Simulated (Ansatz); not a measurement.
**One shape, several levels: TaF5 (tantalum pentafluoride)**

Wanted: a comparison of 6 runs (B2PLYP/def2-SVP, BLYP/def2-SVP, CAM-B3LYP/def2-SVP, PBE0/def2-SVP, wB97X/def2-SVP, MP2/def2-SVP) of TaF5 (tantalum pentafluoride). 

Program for the calculation: Ansatz 0.2.0.

2 further runs of the same task are left out: 2 that didn't finish.

**1. The structure to begin with**

TaF5 has 6 atoms, charge 0, and is taken as a singlet. SMILES: `F[Ta](F)(F)(F)F`. The Ta2–F4 distance was set to 3.323 Å, away from the relaxed value. At this shape a bond of the SMILES string is far longer than usual.

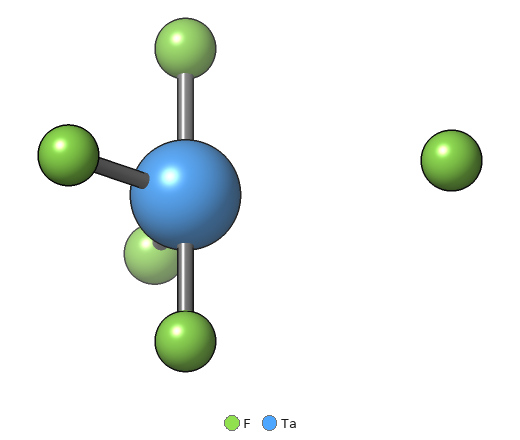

Viewed from a chosen angle; fluorine green, tantalum blue.

**2. A single-point energy at B2PLYP/def2-SVP (core potential) (run 1)**

molecule.yaml

```yaml
basis:
  gaussian: {orbitals: def2-SVP}
crystal:
  periodic: [false, false, false]
  atoms:
    - {symbol: F, position_ang: [-0.385167, -0.923377, 2.167551]}
    - {symbol: Ta, position_ang: [0.645083, 0.366403, 1.276971]}
    - {symbol: F, position_ang: [2.187233, -0.495307, 1.812701]}
    - {symbol: F, position_ang: [-0.806180, -0.458120, -1.596180]}
    - {symbol: F, position_ang: [1.675093, 1.656473, 0.386531]}
    - {symbol: F, position_ang: [-0.091027, 1.686193, 2.337201]}
accuracy: high
correlation: {frozen_orbitals: {F: 1, Ta: 0}}
hamiltonian: {xc: {name: B2PLYP}}
output: {orbitals: {seedname: orbitals}}
```

Run with:

```
$ ansatz run molecule.yaml --threads 1 --pin off --max-ram 3480MiB --events-out events.jsonl --progress --plain --runs-dir runs
```

What it wrote:

```text
Warning: RAYON_NUM_THREADS=1 ignored (pool sized by the plan → 1); use --threads N
Functional definition: B2PLYP
  name "B2PLYP"
  parameter a = 0.53
  parameter c = 0.27
  exchange = (1 - a)*b88_x + a*exact_x
  correlation = (1 - c)*lyp_c + c*(mp2_os + mp2_ss)
2092 factors; integrals over basis functions are off by at most 6.3e-9 eV
mean field evaluation 1: about -15089.5984 eV, gradient 8.2e1 eV
mean field evaluation 2: about -15089.7222 eV, gradient 8.2e1 eV
mean field evaluation 4: about -15092.3002 eV, gradient 7.9e1 eV
mean field evaluation 8: about -15103.3668 eV, gradient 7.7e0 eV
mean field evaluation 16: about -15103.5314 eV, gradient 2.6e-2 eV
mean field evaluation 32: about -14966.6495 eV, gradient 1.2e2 eV
mean field -15103.53137311 eV, -555.0445404204 hartree, gradient 9.7e-8 eV, S^2 0.000000; 0 other end points of the search recorded, 0 dependent functions left out; unrestricted orbitals would lower it
5 core orbitals not correlated: weight in the atoms' cores, before any rotation towards them, 1.000 or more for the frozen orbitals, at most 0.000 for the correlated occupied ones
reference -15103.53140150 eV, -555.0445414640 hartree; 24, 24 occupied and 73, 73 virtual orbitals, 2092 factors
second order -43.20235311 eV of doubles, -0.00000000 eV of singles
Total energy: -15115.19603684 eV, -555.4732089062 hartree
```

Run time: 9.6 s. Hardware: 1 thread of Intel Xeon 6975P-C (Granite Rapids), shared host; peak memory 0.48 GiB.

**3. The energy at BLYP/def2-SVP (core potential) (run 2)**

job.yaml

```yaml
crystal:
  periodic: [false, false, false]
  atoms:
    - {symbol: F, position_ang: [-0.385167, -0.923377, 2.167551]}
    - {symbol: Ta, position_ang: [0.645083, 0.366403, 1.276971]}
    - {symbol: F, position_ang: [2.187233, -0.495307, 1.812701]}
    - {symbol: F, position_ang: [-0.806180, -0.458120, -1.596180]}
    - {symbol: F, position_ang: [1.675093, 1.656473, 0.386531]}
    - {symbol: F, position_ang: [-0.091027, 1.686193, 2.337201]}
basis:
  gaussian: {orbitals: def2-SVP}
hamiltonian: {xc: {name: BLYP}}
accuracy: high
output: {orbitals: {seedname: orbitals}}
```

Run with:

```
$ ansatz run job.yaml --threads 1 --pin off --max-ram 3480MiB --events-out events.jsonl --progress --plain --runs-dir runs
```

What it wrote, cut to the lines that bear on the results:

```text
Warning: RAYON_NUM_THREADS=1 ignored (pool sized by the plan → 1); use --threads N
Functional definition: BLYP
  name "BLYP"
[...]
2092 factors; integrals over basis functions are off by at most 6.3e-9 eV
[...]
mean field -15128.61303634 eV, -555.9662745433 hartree, gradient 3.7e-8 eV, S^2 0.000000; 5 other end points of the search recorded, 0 dependent functions left out
reference -15128.61309442 eV, -555.9662766778 hartree; 29, 29 occupied and 73, 73 virtual orbitals, 2092 factors
Total energy: -15128.61309442 eV, -555.9662766778 hartree
```

It took 21 s on 1 thread of Intel Xeon 6975P-C (Granite Rapids), shared host; peak memory 0.3 GiB.

Run 3 isn't shown in full; the table further down has it.

**4. The energy at PBE0/def2-SVP (core potential) (run 4)**

in.yaml

```yaml
crystal:
  periodic: [false, false, false]
  atoms:
    - {symbol: F, position_ang: [-0.385167, -0.923377, 2.167551]}
    - {symbol: Ta, position_ang: [0.645083, 0.366403, 1.276971]}
    - {symbol: F, position_ang: [2.187233, -0.495307, 1.812701]}
    - {symbol: F, position_ang: [-0.806180, -0.458120, -1.596180]}
    - {symbol: F, position_ang: [1.675093, 1.656473, 0.386531]}
    - {symbol: F, position_ang: [-0.091027, 1.686193, 2.337201]}
basis:
  gaussian:
    orbitals: def2-SVP
magnetization:
  spin_polarized: false
  initial_magnetization: 0
hamiltonian:
  xc: pbe0
accuracy: high
output: {orbitals: {seedname: orbitals}}
```

Run with:

```
$ ansatz run in.yaml --threads 1 --pin off --max-ram 3480MiB --events-out events.jsonl --progress --plain --runs-dir runs
```

What it wrote:

```text
Warning: RAYON_NUM_THREADS=1 ignored (pool sized by the plan → 1); use --threads N
Functional definition: PBE0
  name "PBE0"
  parameter a = 0.25
  parameter kappa = 0.804
  parameter beta = 0.06672455060314922
  exchange = (1 - a)*pbe_x(kappa = kappa, mu = beta*pi^2/3) + a*exact_x
  correlation = pbe_c(beta = beta)
2092 factors; integrals over basis functions are off by at most 6.3e-9 eV
mean field evaluation 1: about -15100.8413 eV, gradient 8.4e1 eV
mean field evaluation 2: about -14667.5979 eV, gradient 2.7e2 eV
mean field evaluation 4: about -15112.4012 eV, gradient 2.6e1 eV
mean field evaluation 8: about -15114.1539 eV, gradient 2.1e1 eV
mean field evaluation 16: about -15115.3867 eV, gradient 2.9e-2 eV
mean field evaluation 32: about -15115.3867 eV, gradient 5.9e-8 eV
mean field -15115.38667636 eV, -555.4802147790 hartree, gradient 5.9e-8 eV, S^2 0.000000; 0 other end points of the search recorded, 0 dependent functions left out
reference -15115.38668052 eV, -555.4802149319 hartree; 29, 29 occupied and 73, 73 virtual orbitals, 2092 factors
Total energy: -15115.38668052 eV, -555.4802149319 hartree
```

Run time: 6.3 s. Hardware: 1 thread of Intel Xeon 6975P-C (Granite Rapids), shared host; peak memory 0.39 GiB.

Run 5 isn't shown in full; the table further down has it.

**5. The energy at MP2/def2-SVP (core potential) (run 6)**

Changes to in.yaml since step 4:

```diff
@@ -12,8 +12,5 @@
     orbitals: def2-SVP
-magnetization:
-  spin_polarized: false
-  initial_magnetization: 0
-hamiltonian:
-  xc: pbe0
+correlation:
+  method: mp2
+  frozen_orbitals: {F: 1, Ta: 0}
 accuracy: high
-output: {orbitals: {seedname: orbitals}}
```

Run with:

```
$ ansatz run in.yaml --threads 1 --pin off --max-ram 3480MiB --events-out events.jsonl --progress --plain --runs-dir runs
```

What it wrote, cut to the lines that bear on the results:

```text
Warning: RAYON_NUM_THREADS=1 ignored (pool sized by the plan → 1); use --threads N
Functional definition: HF
  name "HF"
[...]
2092 factors; integrals over basis functions are off by at most 6.3e-9 eV
[...]
mean field -15054.57390454 eV, -553.2453866350 hartree, gradient 1.2e-8 eV, S^2 0.000000; 0 other end points of the search recorded, 0 dependent functions left out; unrestricted orbitals would lower it
[...]
unrestricted determinant -15056.91135769 eV, -553.3312864542 hartree, S^2 0.9715
5 core orbitals not correlated: weight in the atoms' cores, before any rotation towards them, 1.000 or more for the frozen orbitals, at most 0.000 for the correlated occupied ones
reference -15054.57390454 eV, -553.2453866350 hartree; 24, 24 occupied and 73, 73 virtual orbitals, 2092 factors
second order -34.09933056 eV of doubles, -0.00000000 eV of singles
Total energy: -15088.67323510 eV, -554.4985139200 hartree
```

Wall time 6.6 s (1 thread of Intel Xeon 6975P-C (Granite Rapids), shared host); peak memory 0.39 GiB.

**6. Overview of the runs**

| run | level | frozen core orbitals | energy (Eh) | HOMO energy (eV) | LUMO energy (eV) | HOMO–LUMO gap (eV) | wall time |
| --- | --- | --- | --- | --- | --- | --- | --- |
| 1 | B2PLYP/def2-SVP (core potential) | 5 | -555.473209 | -9.23 | -4.66 | 4.57 | 9.6 s |
| 2 | BLYP/def2-SVP (core potential) | – | -555.966277 | -6.01 | -5.61 | 0.40 | 21 s |
| 3 | CAM-B3LYP/def2-SVP (core potential) | – | -555.805719 | -9.38 | -4.48 | 4.91 | 7.8 s |
| 4 | PBE0/def2-SVP (core potential) | – | -555.480215 | -8.06 | -5.42 | 2.65 | 6.3 s |
| 5 | wB97X/def2-SVP (core potential) | – | -555.862637 | -10.22 | -3.55 | 6.67 | 23 s |
| 6 | MP2/def2-SVP (core potential) | 5 | -554.498514 | – | – | – | 6.6 s |

**7. Outcome**

| quantity | value |
| --- | --- |
| run 6: total energy | -554.49851 Eh |
| run 6: correlation energy (5 core orbitals frozen) | -1253.1 mEh |

What this shows: Over runs 1, 2, 3, 4, 5 the HOMO–LUMO gap runs from 0.40 eV (BLYP/def2-SVP) to 6.67 eV (wB97X/def2-SVP). Totals of different functionals can't be ranked against each other. In runs 1, 6 the log says that unrestricted orbitals would lower the reference, so the values rest on an unstable closed-shell determinant (other closed-shell runs at this shape may share the fault). All runs together took 74 s, the longest 23 s.
